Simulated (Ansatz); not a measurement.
**AlO₂ (quartet): from Hartree-Fock to the top rungs at a displaced geometry (v1), cc-pVDZ**

Aim: climb from Hartree-Fock through coupled cluster for AlO₂ (quartet) at one geometry and basis, and see what each rung misses.

Program: Ansatz 0.2.0, Gaussian basis. Level of theory: cc-pVDZ, core rule «outside noble gas», up to 7 orbitals frozen. These are calculated values, not measurements.

To be run: UHF; CCSD(T) on ROHF; CCSD(T) on UHF; BCCD(T) on ROHF; CISD as a restricted active space (open shells left free, so some higher excitations enter); CCSDT(Q) on ROHF; CCSDT(Q) on UHF.

41 further runs of the same task are left out: 16 for a known fault of the program, 14 that didn't finish, 11 set aside as unsound or not needed. Runs told in other sessions of the task aren't counted.

## 1. What is computed

The geometry is a PBE0/def2-TZVP stationary point (not a proven minimum) with its atoms shifted at random (size 0.040 Å).

3 atoms, charge 0, spin multiplicity 4.

Atoms are counted from 1 here; the program's logs count them from 0.

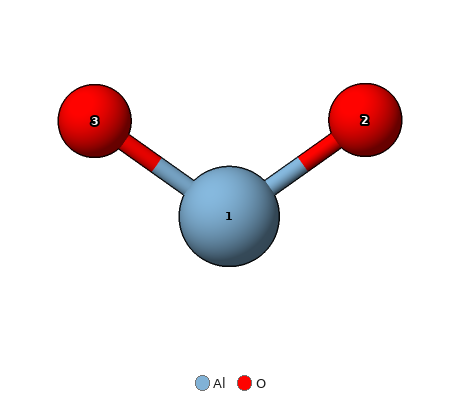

The geometry (aluminium light blue, oxygen red); atoms are numbered from 1 in the order of the file.

In the tables R marks a restricted open-shell determinant and U an unrestricted one; energies count from the table's Hartree-Fock row.

## 2. UHF

The input, in.yaml:

```yaml
crystal:
  periodic: [false, false, false]
  atoms:
    - {symbol: Al, position_ang: [-0.012559, -0.548084, 0.017610]}
    - {symbol: O, position_ang: [-0.013392, 0.432492, -1.439386]}
    - {symbol: O, position_ang: [0.034572, 0.491802, 1.409687]}
basis:
  gaussian: {orbitals: cc-pVDZ}
magnetization: {spin_polarized: true, initial_magnetization: 3}
hamiltonian: {xc: hf}
output: {orbitals: {seedname: orbitals}}
```

The run is started by

```
> ansatz run in.yaml --threads 1 --pin off --events-out ev --progress --plain --max-ram 2393MiB
```

Standard output:

```text
Functional definition: HF
  name "HF"
  cite "Fock, Z. Phys. 61, 126 (1930) doi:10.1007/BF01340294"
  parent pbe
  exchange = exact_x
  correlation = 0
436 factors; integrals over basis functions are off by at most 4.1e-4 eV
mean field evaluation 1: about -10649.7310 eV, gradient 1.8e1 eV
mean field evaluation 2: about -10649.7863 eV, gradient 1.8e1 eV
mean field evaluation 4: about -10652.4811 eV, gradient 6.0e0 eV
mean field evaluation 8: about -10652.8985 eV, gradient 7.8e-1 eV
mean field evaluation 16: about -10655.9638 eV, gradient 8.3e-3 eV
mean field evaluation 32: about -10656.0714 eV, gradient 1.8e-1 eV
mean field evaluation 64: about -10655.8441 eV, gradient 3.8e-1 eV
mean field evaluation 96: about -10655.2545 eV, gradient 4.7e0 eV
mean field evaluation 128: about -10655.1154 eV, gradient 4.1e0 eV
mean field evaluation 160: about -10649.5772 eV, gradient 1.8e1 eV
mean field evaluation 192: about -10651.1550 eV, gradient 7.1e0 eV
mean field evaluation 224: about -10655.7064 eV, gradient 5.8e-1 eV
mean field evaluation 256: about -10652.9477 eV, gradient 2.5e-1 eV
mean field evaluation 288: about -10653.3871 eV, gradient 2.8e0 eV
mean field -10656.07167021 eV, -391.6034109353 hartree, gradient 6.2e-6 eV, S^2 3.763983; 8 other end points of the search recorded, 0 dependent functions left out
reference -10656.07167021 eV, -391.6034109353 hartree; 16, 13 occupied and 30, 33 virtual orbitals, 436 factors
Total energy: -10656.07167021 eV, -391.6034109353 hartree
```

Run time: 2.3 s. Hardware: 1 thread of Arm Neoverse V1, shared host.

From the report: ⟨S²⟩ of the determinant 3.764 (pure quartet: 3.75).

## 3. CCSD(T) on ROHF

in.yaml: that of step 2 with these lines changed.

```diff
@@ -8,4 +8,3 @@
   gaussian: {orbitals: cc-pVDZ}
-magnetization: {spin_polarized: true, initial_magnetization: 3}
-hamiltonian: {xc: hf}
-output: {orbitals: {seedname: orbitals}}
+magnetization: {spin_polarized: false, initial_magnetization: 3}
+correlation: {method: ccsd_t, electrons: outside_noble_gas}
```

Launched as before.

Standard output (excerpt; [...] marks lines left out):

```text
Functional definition: HF
  name "HF"
  cite "Fock, Z. Phys. 61, 126 (1930) doi:10.1007/BF01340294"
  parent pbe
[...]
436 factors; integrals over basis functions are off by at most 4.1e-4 eV
[...]
mean field -10655.84995225 eV, -391.5952629507 hartree, gradient 1.1e-6 eV, S^2 3.750000; 18 other end points of the search recorded, 0 dependent functions left out
[...]
determinant -10655.84995225 eV, -391.5952629507 hartree, with singles and doubles -10665.34151175 eV, -391.9440713287 hartree
determinant -10655.73638510 eV, -391.5910894347 hartree, with singles and doubles -10665.27919745 eV, -391.9417813204 hartree
determinant -10655.73072860 eV, -391.5908815624 hartree, with singles and doubles -10665.27278388 eV, -391.9415456261 hartree
determinant -10655.45964220 eV, -391.5809193209 hartree, with singles and doubles -10664.92913959 eV, -391.9289169312 hartree
[...]
determinant -10655.84995225 eV, -391.5952629507 hartree, with singles and doubles -10665.34584577 eV, -391.9442306010 hartree
determinant -10655.73638510 eV, -391.5910894347 hartree, with singles and doubles -10665.28963111 eV, -391.9421647504 hartree
determinant -10655.73072860 eV, -391.5908815624 hartree, with singles and doubles -10665.28298636 eV, -391.9419205603 hartree
determinant -10655.45964220 eV, -391.5809193209 hartree, with singles and doubles -10664.93223340 eV, -391.9290306267 hartree
7 core orbitals not correlated: weight in the atoms' cores, before any rotation towards them, 1.000 or more for the frozen orbitals, at most 0.000 for the correlated occupied ones
reference -10655.84995225 eV, -391.5952629507 hartree; 9, 6 occupied and 30, 33 virtual orbitals, 436 factors
second order -8.64437642 eV of doubles, -0.14831908 eV of singles
cycle   1  -9.49589674 eV  change   -3.2e-6 eV  update   7.3e-6
perturbative correction -0.18744706 eV, -0.0068885524 hartree
Total energy: -10665.53329605 eV, -391.9511192718 hartree
```

Run time: 15 s. Hardware: 1 thread of Arm Neoverse V1, shared host.

From the report: correlation -9.6833 eV; T1 0.025; largest double amplitude 0.02.

## 4. CCSD(T) on UHF

in.yaml: that of step 3 with these lines changed.

```diff
@@ -8,3 +8,3 @@
   gaussian: {orbitals: cc-pVDZ}
-magnetization: {spin_polarized: false, initial_magnetization: 3}
+magnetization: {spin_polarized: true, initial_magnetization: 3}
 correlation: {method: ccsd_t, electrons: outside_noble_gas}
```

The command is unchanged.

Standard output (excerpt; [...] marks lines left out):

```text
Functional definition: HF
  name "HF"
  cite "Fock, Z. Phys. 61, 126 (1930) doi:10.1007/BF01340294"
  parent pbe
[...]
436 factors; integrals over basis functions are off by at most 4.1e-4 eV
[...]
mean field -10656.07167021 eV, -391.6034109353 hartree, gradient 3.5e-8 eV, S^2 3.763983; 19 other end points of the search recorded, 0 dependent functions left out
determinant -10656.07167021 eV, -391.6034109353 hartree, with singles and doubles -10665.34655846 eV, -391.9442567917 hartree
determinant -10655.96377976 eV, -391.5994460345 hartree, with singles and doubles -10665.28588155 eV, -391.9420269565 hartree
determinant -10655.95783897 eV, -391.5992277145 hartree, with singles and doubles -10665.27943068 eV, -391.9417898914 hartree
determinant -10655.67591556 eV, -391.5888672204 hartree, with singles and doubles -10664.93523538 eV, -391.9291409473 hartree
[...]
determinant -10656.07167021 eV, -391.6034109353 hartree, with singles and doubles -10665.35046363 eV, -391.9444003043 hartree
determinant -10655.96377976 eV, -391.5994460345 hartree, with singles and doubles -10665.29500242 eV, -391.9423621422 hartree
determinant -10655.95783897 eV, -391.5992277145 hartree, with singles and doubles -10665.28835477 eV, -391.9421178456 hartree
determinant -10655.67591556 eV, -391.5888672204 hartree, with singles and doubles -10664.93774461 eV, -391.9292331600 hartree
7 core orbitals not correlated: weight in the atoms' cores, before any rotation towards them, 1.000 or more for the frozen orbitals, at most 0.000 for the correlated occupied ones
reference -10656.07167021 eV, -391.6034109353 hartree; 9, 6 occupied and 30, 33 virtual orbitals, 436 factors
second order -8.57108696 eV of doubles, -0.00000000 eV of singles
cycle   1  -9.27879649 eV  change   -3.1e-6 eV  update   6.3e-6
perturbative correction -0.18391601 eV, -0.0067587885 hartree
Total energy: -10665.53438270 eV, -391.9511592053 hartree
```

Run time: 17 s. Hardware: 1 thread of Arm Neoverse V1, shared host.

From the report: ⟨S²⟩ of the determinant 3.764 (pure quartet: 3.75); correlation -9.4627 eV; T1 0.020; largest double amplitude 0.02.

## 5. BCCD(T) on ROHF

in.yaml: that of step 4 with these lines changed.

```diff
@@ -8,3 +8,3 @@
   gaussian: {orbitals: cc-pVDZ}
-magnetization: {spin_polarized: true, initial_magnetization: 3}
-correlation: {method: ccsd_t, electrons: outside_noble_gas}
+magnetization: {spin_polarized: false, initial_magnetization: 3}
+correlation: {method: bccd_t, electrons: outside_noble_gas}
```

Launched as before.

Standard output (excerpt; [...] marks lines left out):

```text
Functional definition: HF
  name "HF"
  cite "Fock, Z. Phys. 61, 126 (1930) doi:10.1007/BF01340294"
  parent pbe
[...]
436 factors; integrals over basis functions are off by at most 4.1e-4 eV
[...]
mean field -10655.84995225 eV, -391.5952629507 hartree, gradient 1.1e-6 eV, S^2 3.750000; 18 other end points of the search recorded, 0 dependent functions left out
[...]
determinant -10655.84995225 eV, -391.5952629507 hartree, with singles and doubles -10665.34151175 eV, -391.9440713287 hartree
determinant -10655.73638510 eV, -391.5910894347 hartree, with singles and doubles -10665.27919745 eV, -391.9417813204 hartree
determinant -10655.73072860 eV, -391.5908815624 hartree, with singles and doubles -10665.27278388 eV, -391.9415456261 hartree
determinant -10655.45964220 eV, -391.5809193209 hartree, with singles and doubles -10664.92913959 eV, -391.9289169312 hartree
[...]
determinant -10655.73638510 eV, -391.5910894347 hartree, with singles and doubles -10665.28963111 eV, -391.9421647504 hartree
determinant -10655.73072860 eV, -391.5908815624 hartree, with singles and doubles -10665.28298636 eV, -391.9419205603 hartree
determinant -10655.45964220 eV, -391.5809193209 hartree, with singles and doubles -10664.93223340 eV, -391.9290306267 hartree
7 core orbitals not correlated: weight in the atoms' cores, before any rotation towards them, 1.000 or more for the frozen orbitals, at most 0.000 for the correlated occupied ones
reference -10655.84995225 eV, -391.5952629507 hartree; 9, 6 occupied and 30, 33 virtual orbitals, 436 factors
second order -8.64437642 eV of doubles, -0.14831908 eV of singles
cycle   1  -9.47043238 eV  change    2.5e-2 eV  update   1.3e-2
[...]
cycle   9  -9.47035196 eV  change    7.1e-6 eV  update   1.2e-5
perturbative correction -0.21325751 eV, -0.0078370689 hartree
Total energy: -10665.53356172 eV, -391.9511290350 hartree
```

It took 16 s on 1 thread of Arm Neoverse V1, shared host.

From the report: correlation -9.6836 eV; largest double amplitude 0.02.

## 6. CISD as a restricted active space (open shells left free, so some higher excitations enter)

in.yaml: that of step 5 with these lines changed.

```diff
@@ -9,2 +9,2 @@
 magnetization: {spin_polarized: false, initial_magnetization: 3}
-correlation: {method: bccd_t, electrons: outside_noble_gas}
+correlation: {active_space: {ras: {orbitals: [6, 3, 30], electrons: 15, max_holes: 2, max_particles: 2}, fixed_orbitals: true}}
```

The command is unchanged.

Standard output (excerpt; [...] marks lines left out):

```text
Functional definition: HF
  name "HF"
  cite "Fock, Z. Phys. 61, 126 (1930) doi:10.1007/BF01340294"
  parent pbe
[...]
436 factors; integrals over basis functions are off by at most 4.1e-4 eV
[...]
mean field -10655.84995225 eV, -391.5952629507 hartree, gradient 1.1e-6 eV, S^2 3.750000; 15 other end points of the search recorded, 0 dependent functions left out
reference -10655.84995225 eV, -391.5952629507 hartree; 16, 13 occupied and 30, 33 virtual orbitals, 436 factors
state -10664.62639812 eV, -391.9177913874 hartree
Total energy: -10664.62639812 eV, -391.9177913874 hartree
```

Run time: 18 s. Hardware: 1 thread of Arm Neoverse V1, shared host.

From the report: 214,194 determinants.

## 7. CCSDT(Q) on ROHF

in.yaml: that of step 6 with these lines changed.

```diff
@@ -9,2 +9,2 @@
 magnetization: {spin_polarized: false, initial_magnetization: 3}
-correlation: {active_space: {ras: {orbitals: [6, 3, 30], electrons: 15, max_holes: 2, max_particles: 2}, fixed_orbitals: true}}
+correlation: {method: ccsdt_q, electrons: outside_noble_gas}
```

Launched as before.

Standard output (excerpt; [...] marks lines left out):

```text
Functional definition: HF
  name "HF"
  cite "Fock, Z. Phys. 61, 126 (1930) doi:10.1007/BF01340294"
  parent pbe
[...]
793 factors; integrals over basis functions are off by at most 1.3e-7 eV
[...]
mean field -10655.85015696 eV, -391.5952704735 hartree, gradient 2.1e-6 eV, S^2 3.750000; 18 other end points of the search recorded, 0 dependent functions left out
[...]
determinant -10655.85015696 eV, -391.5952704735 hartree, with singles and doubles -10665.34172951 eV, -391.9440793312 hartree
determinant -10655.73659120 eV, -391.5910970090 hartree, with singles and doubles -10665.27941604 eV, -391.9417893535 hartree
determinant -10655.73093482 eV, -391.5908891409 hartree, with singles and doubles -10665.27300216 eV, -391.9415536475 hartree
determinant -10655.45985168 eV, -391.5809270191 hartree, with singles and doubles -10664.92935956 eV, -391.9289250151 hartree
[...]
determinant -10655.73659120 eV, -391.5910970090 hartree, with singles and doubles -10665.28984956 eV, -391.9421727781 hartree
determinant -10655.73093482 eV, -391.5908891409 hartree, with singles and doubles -10665.28320498 eV, -391.9419285942 hartree
determinant -10655.45985168 eV, -391.5809270191 hartree, with singles and doubles -10664.93245341 eV, -391.9290387120 hartree
7 core orbitals not correlated: weight in the atoms' cores, before any rotation towards them, 1.000 or more for the frozen orbitals, at most 0.000 for the correlated occupied ones
reference -10655.85015696 eV, -391.5952704735 hartree; 9, 6 occupied and 30, 33 virtual orbitals, 793 factors
second order -8.64440251 eV of doubles, -0.14831805 eV of singles
cycle   1  -9.18195635 eV  change   -3.9e-1 eV  update   8.9e-2
[...]
cycle  43  -9.71274754 eV  change    9.4e-8 eV  update   1.7e-6
perturbative correction -0.02042446 eV, -0.0007505851 hartree
Total energy: -10665.58332896 eV, -391.9529579473 hartree
```

It took 99 s on 1 thread of Arm Neoverse V1, shared host; peak memory 0.82 GiB.

From the report: correlation -9.7332 eV; T1 0.026; largest double amplitude 0.04.

## 8. CCSDT(Q) on UHF

in.yaml: that of step 7 with these lines changed.

```diff
@@ -8,3 +8,3 @@
   gaussian: {orbitals: cc-pVDZ}
-magnetization: {spin_polarized: false, initial_magnetization: 3}
+magnetization: {spin_polarized: true, initial_magnetization: 3}
 correlation: {method: ccsdt_q, electrons: outside_noble_gas}
```

Launched as before.

Standard output (excerpt; [...] marks lines left out):

```text
Functional definition: HF
  name "HF"
  cite "Fock, Z. Phys. 61, 126 (1930) doi:10.1007/BF01340294"
  parent pbe
[...]
793 factors; integrals over basis functions are off by at most 1.3e-7 eV
[...]
mean field -10656.07187277 eV, -391.6034183792 hartree, gradient 1.7e-8 eV, S^2 3.763982; 19 other end points of the search recorded, 0 dependent functions left out
determinant -10656.07187277 eV, -391.6034183792 hartree, with singles and doubles -10665.34677610 eV, -391.9442647898 hartree
determinant -10655.96398338 eV, -391.5994535172 hartree, with singles and doubles -10665.28610020 eV, -391.9420349919 hartree
determinant -10655.95804270 eV, -391.5992352016 hartree, with singles and doubles -10665.27964902 eV, -391.9417979152 hartree
determinant -10655.67612263 eV, -391.5888748299 hartree, with singles and doubles -10664.93545545 eV, -391.9291490348 hartree
[...]
determinant -10655.96398338 eV, -391.5994535172 hartree, with singles and doubles -10665.29522064 eV, -391.9423701617 hartree
determinant -10655.95804270 eV, -391.5992352016 hartree, with singles and doubles -10665.28857360 eV, -391.9421258875 hartree
determinant -10655.67612263 eV, -391.5888748299 hartree, with singles and doubles -10664.93796485 eV, -391.9292412537 hartree
7 core orbitals not correlated: weight in the atoms' cores, before any rotation towards them, 1.000 or more for the frozen orbitals, at most 0.000 for the correlated occupied ones
reference -10656.07187277 eV, -391.6034183792 hartree; 9, 6 occupied and 30, 33 virtual orbitals, 793 factors
second order -8.57111382 eV of doubles, -0.00000000 eV of singles
cycle   1  -8.96789633 eV  change   -4.0e-1 eV  update   8.7e-2
[...]
cycle  43  -9.49271644 eV  change    1.7e-7 eV  update   1.7e-6
perturbative correction -0.02352768 eV, -0.0008646264 hartree
Total energy: -10665.58811689 eV, -391.9531339005 hartree
```

Run time: 91 s. Hardware: 1 thread of Arm Neoverse V1, shared host; peak memory 0.59 GiB.

From the report: ⟨S²⟩ of the determinant 3.764 (pure quartet: 3.75); correlation -9.5162 eV; T1 0.021; largest double amplitude 0.04.

## 9. The ladder

The yardstick is UCCSDT(Q), where the cluster series has nearly closed. Rows without a time are mean-field rows or come out of runs for another level: lower rungs of the coupled-cluster runs, or the Hartree-Fock search.

Differences are taken before rounding.

```csv
method,energy from the lowest ROHF (meV),from UCCSDT(Q) (meV),time
ROHF,0.0,+9738.2,
UHF,-221.7,+9516.4,
RMP2,-8792.7,+945.5,
UMP2,-8792.8,+945.4,
CISD,-8776.4,+961.7,18 s
RCCSD,-9495.9,+242.3,
UCCSD,-9500.5,+237.7,
RCCSD(T),-9683.3,+54.8,15 s
UCCSD(T),-9684.4,+53.7,17 s
BCCD(T),-9683.6,+54.6,16 s
RCCSDT,-9713.0,+25.2,
UCCSDT,-9714.6,+23.5,
RCCSDT(Q),-9733.4,+4.8,99 s
UCCSDT(Q),-9738.2,0,91 s
```

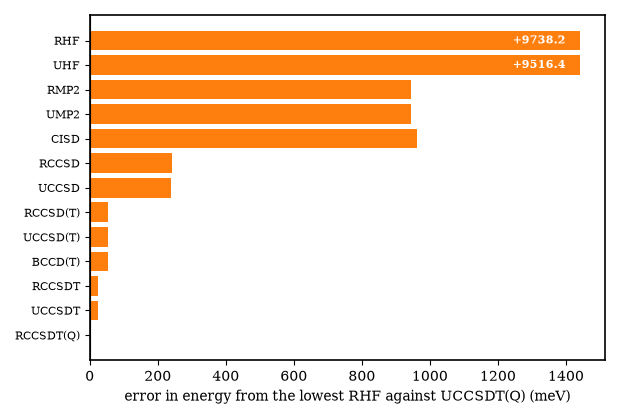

Error of each method against UCCSDT(Q). Bars with a number in them are cut short.

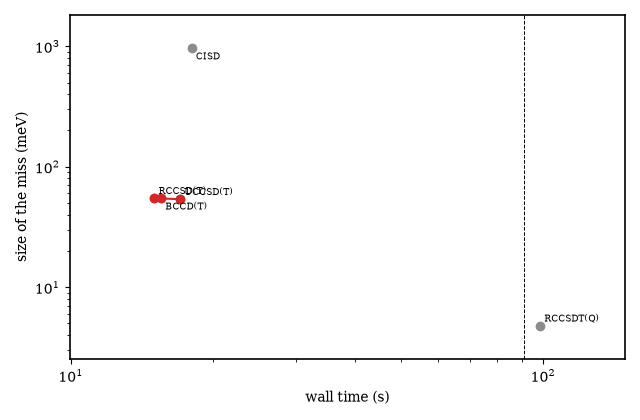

Miss against cost. Red marks the levels that no quicker level drawn beats (of those quicker than the yardstick), and the dashed line is the time of UCCSDT(Q). Times are from a shared host.

## 10. What came out

| quantity | value |
| --- | --- |
| UCCSDT(Q) from the ROHF energy | -9.7382 eV |
| RMP2 from UCCSDT(Q) | +945.5 meV |
| UMP2 from UCCSDT(Q) | +945.4 meV |
| RCCSD from UCCSDT(Q) | +242.3 meV |
| RCCSD(T) from UCCSDT(Q) | +54.8 meV |
| UCCSD(T) from UCCSDT(Q) | +53.7 meV |
| RCCSDT(Q) from UCCSDT(Q) | +4.8 meV |
| levels within 1 kcal/mol (43 meV) | RCCSDT, UCCSDT, RCCSDT(Q) |
| T1 diagnostic | 0.025 |

What this shows: RCCSD(T) lands +54.8 meV from the yardstick (0.6 % of the correlation energy). These misses are within one basis, not against nature; the frozen cores of restricted and unrestricted runs differ, which can shift their rows.

With open shells the CI space here admits some higher excitations, so it is larger than plain CISD.

For cost: UCCSD(T) gets within 53.7 meV in 17 s, where UCCSDT(Q) took 91 s; the quickest level in the cost chart, RCCSD(T), takes 15 s and misses by 54.8 meV.
